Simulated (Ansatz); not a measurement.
# CH3Si (doublet): from Hartree-Fock to the top rungs at a displaced geometry (v1), cc-pVDZ

How much of the correlation energy of CH3Si (doublet) does each wave-function method recover here?

Computed with Ansatz 0.2.0, Gaussian basis. Level: cc-pVDZ, core rule «outside noble gas», up to 6 orbitals frozen.

The runs, in order: UHF; CCSD(T) on ROHF; CCSD(T) on UHF; BCCD(T) on ROHF; CISD; CCSDT(Q) on ROHF; CCSDT(Q) on UHF.

17 further runs of the same task are left out: 6 that didn't finish, 11 set aside as unsound or not needed.

## Step 1: What is computed

The geometry is a PBE0/def2-TZVP stationary point (not a proven minimum) with its atoms shifted at random (size 0.040 Å).

5 atoms, charge 0, spin multiplicity 2.

Atoms are counted from 1 here; the program's logs count them from 0.

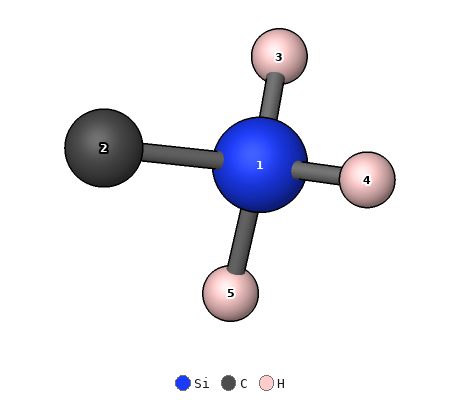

The structure; silicon blue, carbon dark grey, hydrogen pink; atoms are numbered from 1 in the order of the file.

In the tables R marks a restricted open-shell determinant and U an unrestricted one; energies count from the table's Hartree-Fock row.

## Step 2: UHF

The input, in.yaml:

```yaml
crystal:
  periodic: [false, false, false]
  atoms:
    - {symbol: Si, position_ang: [0.000007, 0.004028, 0.499398]}
    - {symbol: C, position_ang: [0.025607, -0.012117, -1.401224]}
    - {symbol: H, position_ang: [0.680309, -1.169191, 1.022746]}
    - {symbol: H, position_ang: [0.577727, 1.200665, 1.052549]}
    - {symbol: H, position_ang: [-1.563359, 0.000678, 0.706452]}
basis:
  gaussian: {orbitals: cc-pVDZ}
magnetization: {spin_polarized: true, initial_magnetization: 1}
hamiltonian: {xc: hf}
output: {orbitals: {seedname: orbitals}}
```

Run with:

```sh
ansatz run in.yaml --threads 1 --pin off --events-out ev --progress --plain --max-ram 2393MiB
```

The program printed:

```text
Functional definition: HF
  name "HF"
  cite "Fock, Z. Phys. 61, 126 (1930) doi:10.1007/BF01340294"
  parent pbe
  exchange = exact_x
  correlation = 0
444 factors; integrals over basis functions are off by at most 1.0e-3 eV
mean field evaluation 1: about -8933.7997 eV, gradient 9.4e0 eV
mean field evaluation 2: about -8933.8020 eV, gradient 9.4e0 eV
mean field evaluation 4: about -8935.0805 eV, gradient 6.7e-1 eV
mean field evaluation 8: about -8935.0899 eV, gradient 5.0e-2 eV
mean field evaluation 16: about -8935.4043 eV, gradient 7.8e-3 eV
mean field evaluation 32: about -8935.3648 eV, gradient 1.2e-1 eV
mean field evaluation 64: about -8935.2257 eV, gradient 7.6e-1 eV
mean field evaluation 96: about -8935.4035 eV, gradient 2.0e-1 eV
mean field evaluation 128: about -8935.3238 eV, gradient 1.1e-1 eV
mean field evaluation 160: about -8934.5721 eV, gradient 3.2e-1 eV
mean field evaluation 192: about -8935.0899 eV, gradient 2.6e-4 eV
mean field -8935.40439551 eV, -328.3700549003 hartree, gradient 5.0e-6 eV, S^2 1.386012; 4 other end points of the search recorded, 0 dependent functions left out
reference -8935.40439551 eV, -328.3700549003 hartree; 12, 11 occupied and 35, 36 virtual orbitals, 444 factors
Total energy: -8935.40439551 eV, -328.3700549003 hartree
```

Wall time 1.4 s (1 thread of Arm Neoverse V1, shared host).

From the report: ⟨S²⟩ of the determinant 1.386 (pure doublet: 0.75). The determinant is far from a pure spin state, so its energy mixes those of several spin states (harmless only where they are near-degenerate, as at dissociation).

## Step 3: CCSD(T) on ROHF

Changes to in.yaml since step 2:

```diff
@@ -10,4 +10,3 @@
   gaussian: {orbitals: cc-pVDZ}
-magnetization: {spin_polarized: true, initial_magnetization: 1}
-hamiltonian: {xc: hf}
-output: {orbitals: {seedname: orbitals}}
+magnetization: {spin_polarized: false, initial_magnetization: 1}
+correlation: {method: ccsd_t, electrons: outside_noble_gas}
```

Launched as before.

The program printed, cut to the lines that bear on the results:

```text
Functional definition: HF
  name "HF"
  cite "Fock, Z. Phys. 61, 126 (1930) doi:10.1007/BF01340294"
  parent pbe
[...]
444 factors; integrals over basis functions are off by at most 1.0e-3 eV
[...]
mean field -8934.99318799 eV, -328.3549433027 hartree, gradient 5.9e-6 eV, S^2 0.750000; 8 other end points of the search recorded, 0 dependent functions left out
[...]
determinant -8934.99318799 eV, -328.3549433027 hartree, with singles and doubles -8941.19019737 eV, -328.5826791969 hartree
determinant -8934.85861536 eV, -328.3499978496 hartree, with singles and doubles -8941.05219594 eV, -328.5776077380 hartree
determinant -8933.05859399 eV, -328.2838482844 hartree, with singles and doubles -8939.22403506 eV, -328.5104240649 hartree
determinant -8932.77987049 eV, -328.2736053847 hartree, with singles and doubles -8938.93535953 eV, -328.4998154346 hartree
determinant -8934.99318799 eV, -328.3549433027 hartree, with singles and doubles -8941.19235633 eV, -328.5827585372 hartree
determinant -8934.85861536 eV, -328.3499978496 hartree, with singles and doubles -8941.05347609 eV, -328.5776547827 hartree
[...]
unrestricted determinant -8935.40439551 eV, -328.3700549003 hartree, S^2 1.3860
6 core orbitals not correlated: weight in the atoms' cores, before any rotation towards them, 1.000 or more for the frozen orbitals, at most 0.000 for the correlated occupied ones
reference -8934.99318799 eV, -328.3549433027 hartree; 6, 5 occupied and 35, 36 virtual orbitals, 444 factors
second order -4.82828198 eV of doubles, -0.06413819 eV of singles
cycle   1  -6.19916118 eV  change    7.2e-6 eV  update   3.9e-6
cycle   2  -6.19915726 eV  change    3.9e-6 eV  update   2.4e-6
perturbative correction -0.15618984 eV, -0.0057398707 hartree
Total energy: -8941.34853509 eV, -328.5884980007 hartree
```

Wall time 7 s (1 thread of Arm Neoverse V1, shared host).

From the report: correlation -6.3553 eV; T1 0.030; largest double amplitude 0.08.

## Step 4: CCSD(T) on UHF

Changes to in.yaml since step 3:

```diff
@@ -10,3 +10,3 @@
   gaussian: {orbitals: cc-pVDZ}
-magnetization: {spin_polarized: false, initial_magnetization: 1}
+magnetization: {spin_polarized: true, initial_magnetization: 1}
 correlation: {method: ccsd_t, electrons: outside_noble_gas}
```

Same command.

The program printed, cut to the lines that bear on the results:

```text
Functional definition: HF
  name "HF"
  cite "Fock, Z. Phys. 61, 126 (1930) doi:10.1007/BF01340294"
  parent pbe
[...]
444 factors; integrals over basis functions are off by at most 1.0e-3 eV
[...]
mean field -8935.40439551 eV, -328.3700549003 hartree, gradient 3.2e-6 eV, S^2 1.386012; 14 other end points of the search recorded, 0 dependent functions left out
determinant -8935.40439551 eV, -328.3700549003 hartree, with singles and doubles -8941.17604222 eV, -328.5821590047 hartree
determinant -8935.39549913 eV, -328.3697279644 hartree, with singles and doubles -8941.17194221 eV, -328.5820083322 hartree
determinant -8934.95944266 eV, -328.3537031847 hartree, with singles and doubles -8941.05437591 eV, -328.5776878504 hartree
determinant -8934.58542878 eV, -328.3399584280 hartree, with singles and doubles -8940.55368927 eV, -328.5592879556 hartree
[...]
determinant -8935.39549913 eV, -328.3697279644 hartree, with singles and doubles -8941.19261157 eV, -328.5827679172 hartree
determinant -8934.95944266 eV, -328.3537031847 hartree, with singles and doubles -8941.05564274 eV, -328.5777344054 hartree
determinant -8935.08994008 eV, -328.3584988765 hartree, with singles and doubles -8941.19222277 eV, -328.5827536291 hartree
determinant -8935.08994008 eV, -328.3584988765 hartree, with singles and doubles -8941.19354183 eV, -328.5828021035 hartree
6 core orbitals not correlated: weight in the atoms' cores, before any rotation towards them, 1.000 or more for the frozen orbitals, at most 0.000 for the correlated occupied ones
reference -8935.40439551 eV, -328.3700549003 hartree; 6, 5 occupied and 35, 36 virtual orbitals, 444 factors
second order -4.46887786 eV of doubles, -0.00000000 eV of singles
cycle   1  -5.79129508 eV  change   -3.0e-6 eV  update   6.3e-6
perturbative correction -0.15919443 eV, -0.0058502876 hartree
Total energy: -8941.35488502 eV, -328.5887313566 hartree
```

Run time: 12 s. Hardware: 1 thread of Arm Neoverse V1, shared host.

From the report: ⟨S²⟩ of the determinant 1.386 (pure doublet: 0.75); correlation -5.9505 eV; T1 0.047; largest double amplitude 0.09. The determinant is far from a pure spin state, so its energy mixes those of several spin states (harmless only where they are near-degenerate, as at dissociation).

## Step 5: BCCD(T) on ROHF

Changes to in.yaml since step 4:

```diff
@@ -10,3 +10,3 @@
   gaussian: {orbitals: cc-pVDZ}
-magnetization: {spin_polarized: true, initial_magnetization: 1}
-correlation: {method: ccsd_t, electrons: outside_noble_gas}
+magnetization: {spin_polarized: false, initial_magnetization: 1}
+correlation: {method: bccd_t, electrons: outside_noble_gas}
```

Same command.

The program printed, cut to the lines that bear on the results:

```text
Functional definition: HF
  name "HF"
  cite "Fock, Z. Phys. 61, 126 (1930) doi:10.1007/BF01340294"
  parent pbe
[...]
444 factors; integrals over basis functions are off by at most 1.0e-3 eV
[...]
mean field -8934.99318799 eV, -328.3549433027 hartree, gradient 5.9e-6 eV, S^2 0.750000; 8 other end points of the search recorded, 0 dependent functions left out
[...]
determinant -8934.99318799 eV, -328.3549433027 hartree, with singles and doubles -8941.19019737 eV, -328.5826791969 hartree
determinant -8934.85861536 eV, -328.3499978496 hartree, with singles and doubles -8941.05219594 eV, -328.5776077380 hartree
determinant -8933.05859399 eV, -328.2838482844 hartree, with singles and doubles -8939.22403506 eV, -328.5104240649 hartree
determinant -8932.77987049 eV, -328.2736053847 hartree, with singles and doubles -8938.93535953 eV, -328.4998154346 hartree
determinant -8934.99318799 eV, -328.3549433027 hartree, with singles and doubles -8941.19235633 eV, -328.5827585372 hartree
determinant -8934.85861536 eV, -328.3499978496 hartree, with singles and doubles -8941.05347609 eV, -328.5776547827 hartree
[...]
unrestricted determinant -8935.40439551 eV, -328.3700549003 hartree, S^2 1.3860
6 core orbitals not correlated: weight in the atoms' cores, before any rotation towards them, 1.000 or more for the frozen orbitals, at most 0.000 for the correlated occupied ones
reference -8934.99318799 eV, -328.3549433027 hartree; 6, 5 occupied and 35, 36 virtual orbitals, 444 factors
second order -4.82828198 eV of doubles, -0.06413819 eV of singles
cycle   1  -6.19931323 eV  change   -1.4e-4 eV  update   6.3e-3
[...]
cycle  25  -6.19094300 eV  change    3.5e-6 eV  update   1.1e-5
perturbative correction -0.16386045 eV, -0.0060217604 hartree
Total energy: -8941.34799144 eV, -328.5884780220 hartree
```

Run time: 8.5 s. Hardware: 1 thread of Arm Neoverse V1, shared host.

From the report: correlation -6.3548 eV; largest double amplitude 0.09.

## Step 6: CISD

Changes to in.yaml since step 5:

```diff
@@ -11,2 +11,2 @@
 magnetization: {spin_polarized: false, initial_magnetization: 1}
-correlation: {method: bccd_t, electrons: outside_noble_gas}
+correlation: {active_space: {ras: {orbitals: [5, 1, 35], electrons: 11, max_holes: 2, max_particles: 2}, fixed_orbitals: true}}
```

Same command.

The program printed:

```text
Functional definition: HF
  name "HF"
  cite "Fock, Z. Phys. 61, 126 (1930) doi:10.1007/BF01340294"
  parent pbe
  exchange = exact_x
  correlation = 0
444 factors; integrals over basis functions are off by at most 1.0e-3 eV
mean field evaluation 1: about -8933.7586 eV, gradient 1.2e1 eV
mean field evaluation 2: about -8933.7609 eV, gradient 1.2e1 eV
mean field evaluation 4: about -8934.9848 eV, gradient 8.8e-1 eV
mean field evaluation 8: about -8934.9932 eV, gradient 1.7e-3 eV
mean field evaluation 16: about -8934.9918 eV, gradient 2.9e-1 eV
mean field -8934.99318799 eV, -328.3549433027 hartree, gradient 5.9e-6 eV, S^2 0.750000; 4 other end points of the search recorded, 0 dependent functions left out
reference -8934.99318799 eV, -328.3549433027 hartree; 12, 11 occupied and 35, 36 virtual orbitals, 444 factors
state -8940.68423094 eV, -328.5640852737 hartree
Total energy: -8940.68423094 eV, -328.5640852737 hartree
```

Wall time 3.5 s (1 thread of Arm Neoverse V1, shared host).

From the report: 80,541 determinants.

## Step 7: CCSDT(Q) on ROHF

Changes to in.yaml since step 6:

```diff
@@ -11,2 +11,2 @@
 magnetization: {spin_polarized: false, initial_magnetization: 1}
-correlation: {active_space: {ras: {orbitals: [5, 1, 35], electrons: 11, max_holes: 2, max_particles: 2}, fixed_orbitals: true}}
+correlation: {method: ccsdt_q, electrons: outside_noble_gas}
```

Same command.

The program printed, cut to the lines that bear on the results:

```text
Functional definition: HF
  name "HF"
  cite "Fock, Z. Phys. 61, 126 (1930) doi:10.1007/BF01340294"
  parent pbe
[...]
893 factors; integrals over basis functions are off by at most 2.2e-7 eV
[...]
mean field -8934.99324257 eV, -328.3549453084 hartree, gradient 6.0e-6 eV, S^2 0.750000; 8 other end points of the search recorded, 0 dependent functions left out
[...]
determinant -8934.99324257 eV, -328.3549453084 hartree, with singles and doubles -8941.19024309 eV, -328.5826808771 hartree
determinant -8934.85867114 eV, -328.3499998998 hartree, with singles and doubles -8941.05224312 eV, -328.5776094718 hartree
determinant -8933.05864975 eV, -328.2838503338 hartree, with singles and doubles -8939.22408731 eV, -328.5104259850 hartree
determinant -8932.77992793 eV, -328.2736074956 hartree, with singles and doubles -8938.93541325 eV, -328.4998174088 hartree
determinant -8934.99324257 eV, -328.3549453084 hartree, with singles and doubles -8941.19240699 eV, -328.5827603989 hartree
determinant -8934.85867114 eV, -328.3499998998 hartree, with singles and doubles -8941.05350911 eV, -328.5776559961 hartree
[...]
unrestricted determinant -8935.40445216 eV, -328.3700569821 hartree, S^2 1.3860
6 core orbitals not correlated: weight in the atoms' cores, before any rotation towards them, 1.000 or more for the frozen orbitals, at most 0.000 for the correlated occupied ones
reference -8934.99324257 eV, -328.3549453084 hartree; 6, 5 occupied and 35, 36 virtual orbitals, 893 factors
second order -4.82832298 eV of doubles, -0.06413822 eV of singles
cycle   1  -5.79410709 eV  change   -9.0e-1 eV  update   8.2e-2
[...]
cycle  15  -6.39185711 eV  change    7.7e-7 eV  update   1.2e-6
perturbative correction -0.00737755 eV, -0.0002711198 hartree
Total energy: -8941.39247722 eV, -328.5901128444 hartree
```

Run time: 3.5 min. Hardware: 1 thread of Arm Neoverse V1, shared host; peak memory 0.84 GiB.

From the report: correlation -6.3992 eV; T1 0.021; largest double amplitude 0.11.

## Step 8: CCSDT(Q) on UHF

Changes to in.yaml since step 7:

```diff
@@ -10,3 +10,3 @@
   gaussian: {orbitals: cc-pVDZ}
-magnetization: {spin_polarized: false, initial_magnetization: 1}
+magnetization: {spin_polarized: true, initial_magnetization: 1}
 correlation: {method: ccsdt_q, electrons: outside_noble_gas}
```

Same command.

The program printed, cut to the lines that bear on the results:

```text
Functional definition: HF
  name "HF"
  cite "Fock, Z. Phys. 61, 126 (1930) doi:10.1007/BF01340294"
  parent pbe
[...]
893 factors; integrals over basis functions are off by at most 2.2e-7 eV
[...]
mean field -8935.40445216 eV, -328.3700569821 hartree, gradient 1.5e-6 eV, S^2 1.386013; 14 other end points of the search recorded, 0 dependent functions left out
determinant -8935.40445216 eV, -328.3700569821 hartree, with singles and doubles -8941.17608615 eV, -328.5821606190 hartree
determinant -8935.39555602 eV, -328.3697300551 hartree, with singles and doubles -8941.17198625 eV, -328.5820099505 hartree
determinant -8934.95949875 eV, -328.3537052458 hartree, with singles and doubles -8941.05442288 eV, -328.5776895764 hartree
determinant -8934.58548837 eV, -328.3399606179 hartree, with singles and doubles -8940.55373235 eV, -328.5592895391 hartree
[...]
determinant -8934.95949875 eV, -328.3537052458 hartree, with singles and doubles -8941.05568995 eV, -328.5777361403 hartree
determinant -8935.08999481 eV, -328.3585008879 hartree, with singles and doubles -8941.19226792 eV, -328.5827552884 hartree
determinant -8935.08999481 eV, -328.3585008879 hartree, with singles and doubles -8941.19358625 eV, -328.5828037362 hartree
6 core orbitals not correlated: weight in the atoms' cores, before any rotation towards them, 1.000 or more for the frozen orbitals, at most 0.000 for the correlated occupied ones
reference -8935.40445216 eV, -328.3700569821 hartree; 6, 5 occupied and 35, 36 virtual orbitals, 893 factors
second order -4.46890861 eV of doubles, -0.00000000 eV of singles
cycle   1  -5.32644124 eV  change   -8.6e-1 eV  update   7.9e-2
[...]
cycle  54  -5.97784790 eV  change   -5.5e-7 eV  update   4.5e-7
perturbative correction -0.01068148 eV, -0.0003925372 hartree
Total energy: -8941.39298154 eV, -328.5901313777 hartree
```

It took 2.2 min on 1 thread of Arm Neoverse V1, shared host; peak memory 0.46 GiB.

From the report: ⟨S²⟩ of the determinant 1.386 (pure doublet: 0.75); correlation -5.9885 eV; T1 0.129; largest double amplitude 0.14. The determinant is far from a pure spin state, so its energy mixes those of several spin states (harmless only where they are near-degenerate, as at dissociation).

## Step 9: Misses and costs

The yardstick is UCCSDT(Q), where the cluster series has nearly closed. Rows without a time come out of other runs: HF, MP2 and CCSD of CCSD(T), CCSDT of CCSDT(Q).

Differences are taken before rounding.

```tsv
method	energy from the lowest RHF (kcal/mol)	from UCCSDT(Q) (kcal/mol)	time
RHF	0.00	+147.58	
UHF	-9.48	+138.10	
RMP2	-112.82	+34.76	
UMP2	-112.54	+35.05	
CISD	-131.24	+16.34	3.5 s
RCCSD	-142.96	+4.63	
UCCSD	-143.03	+4.55	
RCCSD(T)	-146.56	+1.02	7 s
UCCSD(T)	-146.70	+0.88	12 s
BCCD(T)	-146.55	+1.04	8.5 s
RCCSDT	-147.40	+0.18	
UCCSDT	-147.34	+0.25	
RCCSDT(Q)	-147.57	+0.01	3.5 min
UCCSDT(Q)	-147.58	0	2.2 min
```

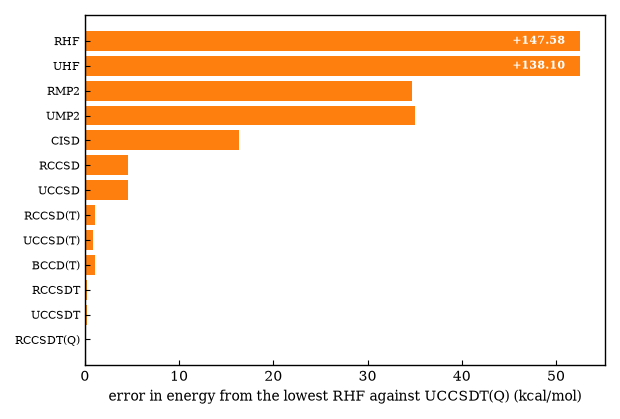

Error of each method against UCCSDT(Q). Bars with a number in them are cut short.

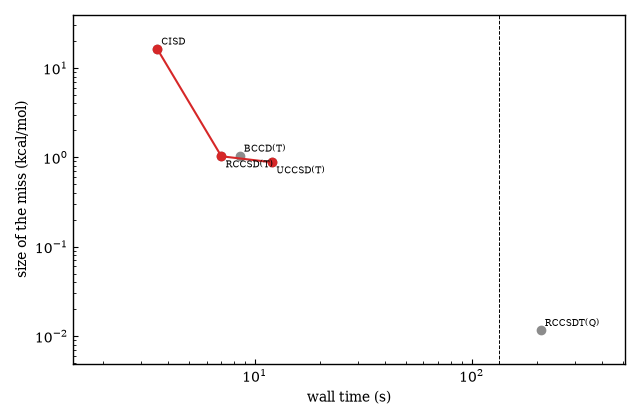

Miss against cost. Red marks the levels that no quicker level drawn beats (of those quicker than the yardstick), and the dashed line is the time of UCCSDT(Q). Times are from a shared host.

## Step 10: Results

| quantity | value |
| --- | --- |
| UCCSDT(Q) below the RHF energy | -6.3998 eV |
| RMP2 from UCCSDT(Q) | +34.76 kcal/mol |
| UMP2 from UCCSDT(Q) | +35.05 kcal/mol |
| RCCSD from UCCSDT(Q) | +4.63 kcal/mol |
| RCCSD(T) from UCCSDT(Q) | +1.02 kcal/mol |
| UCCSD(T) from UCCSDT(Q) | +0.88 kcal/mol |
| RCCSDT(Q) from UCCSDT(Q) | +0.01 kcal/mol |
| levels within 1 kcal/mol (43 meV) | UCCSD(T), RCCSDT, UCCSDT, RCCSDT(Q) |
| T1 diagnostic | 0.030 |

RCCSD(T) misses by +1.02 kcal/mol, 0.7 % of the correlation energy. These misses are within one basis, not against nature; the frozen cores of restricted and unrestricted runs differ, which can shift their rows.

UCCSD(T) reaches 0.88 kcal/mol from the reference in 12 s, where UCCSDT(Q) took 2.2 min; the quickest level in the cost chart, CISD, takes 3.5 s and misses by 16.34 kcal/mol.
